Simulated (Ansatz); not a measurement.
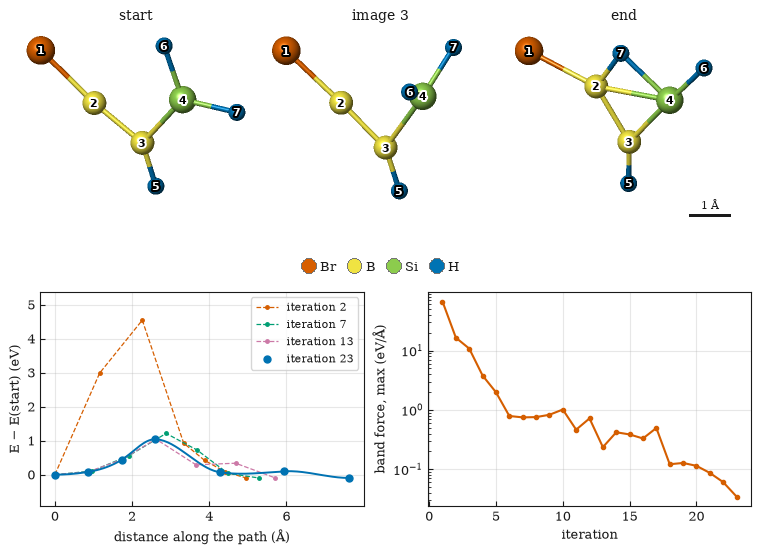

A nudged-elastic-band calculation for B₂SiH₃Br. Images are numbered from 0 (start) to 6 (end). The plot follows the band through its iterations. A ball-and-stick model, seen at a tilt.

All numbers below come from UKS B3LYP/def2-SVP (Ansatz 0.2.0). Settings: 5 movable images; climbing image; force threshold 0.05 eV/Å; iteration limit 60; starting path through a guess of the saddle point.

Q: Judge this run.

A: The run is converged, with reservations. The band converged in 23 iterations. The largest component of the band force went from 67 to 0.035 eV/Å. The climbing image converged on the top of the path. Its vibrational analysis gives 2 imaginary modes over 30i cm⁻¹, so it isn't confirmed as a transition state. The first iteration put the highest image at 19.46 eV. The energy climbs by 1.04 eV to image 3 and then falls by 1.14 eV, so the end point sits at −0.10 eV.

The run took 6.1 min on 2 threads of Intel(R) Xeon(R) Platinum 8488C (Sapphire Rapids), with other jobs on the host, peak memory 0.34 GiB.
